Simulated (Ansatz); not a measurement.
# Single-point calculation of SiOF₂

System: SiOF₂.
Method: RKS r2SCAN-D4/def2-TZVPP (Ansatz 0.2.0).

The geometry comes from this level: PBE0-D4/def2-TZVP.

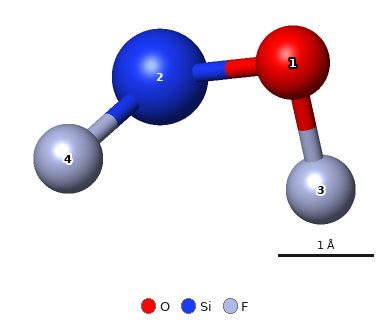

The structure as given in the input (ball-and-stick view, seen at a tilt; atoms are numbered from 1 in the order of the input). Bond lengths as drawn: F–O 1.45 Å, F–Si 1.60 Å and O–Si 1.75 Å.

Key numbers

- outcome: converged
- total energy: −15355.9872 eV
- mean-field energy: −15355.9731 eV
- dispersion energy: −0.0141 eV
- SCF solution under orbital rotations: stable
- hardware: 2 threads of Arm Neoverse V1, 23 GiB of memory available, shared host
- wall time: 2.3 s (CPU time 4.2 s)
- peak memory: 0.15 GiB

Input file
```yaml
crystal:
  periodic: [false, false, false]
  atoms:
    - {symbol: O, position_ang: [0.375187, 0.099696, -1.086786]}
    - {symbol: Si, position_ang: [-0.206018, 0.917346, 0.345256]}
    - {symbol: F, position_ang: [-0.753436, -0.779101, -0.833406]}
    - {symbol: F, position_ang: [0.419793, -0.018741, 1.483195]}
basis:
  gaussian: {orbitals: def2-TZVPP}
hamiltonian: {xc: r2scan, dispersion: d4}
```

Launched with:
```bash
ansatz run in.yaml --threads 2 --pin off --events-out ev --progress --plain --max-ram 4352MiB
```

What the program printed
```
Functional definition: r2SCAN
  name "r2SCAN"
  cite "Furness, Kaplan, Ning, Perdew & Sun, J. Phys. Chem. Lett. 11, 8208 (2020) doi:10.1021/acs.jpclett.0c02405"
  cite "Furness, Kaplan, Ning, Perdew & Sun, J. Phys. Chem. Lett. 11, 9248 (2020) doi:10.1021/acs.jpclett.0c03077"
  parent r2scan
  parameter k0 = 0.174
  parameter k1 = 0.065
  parameter a1 = 4.9479
  exchange = r2scan_x(k0 = k0, k1 = k1, a1 = a1)
  correlation = r2scan_c
751 factors; their error is unknown
mean field evaluation 1: about -15352.5854 eV, gradient 4.8e1 eV
mean field evaluation 2: about -15337.7512 eV, gradient 1.1e2 eV
mean field evaluation 4: about -15355.8850 eV, gradient 8.3e0 eV
mean field evaluation 8: about -15355.9947 eV, gradient 1.8e-1 eV
mean field evaluation 16: about -15355.9731 eV, gradient 8.6e-5 eV
mean field -15355.97313195 eV, -564.3216039466 hartree, gradient 2.8e-5 eV, S^2 0.000000; 0 other end points of the search recorded, 0 dependent functions left out
reference -15355.97313884 eV, -564.3216042001 hartree; 20, 20 occupied and 115, 115 virtual orbitals, 751 factors
Total energy: -15355.98720749 eV, -564.3221212133 hartree
```
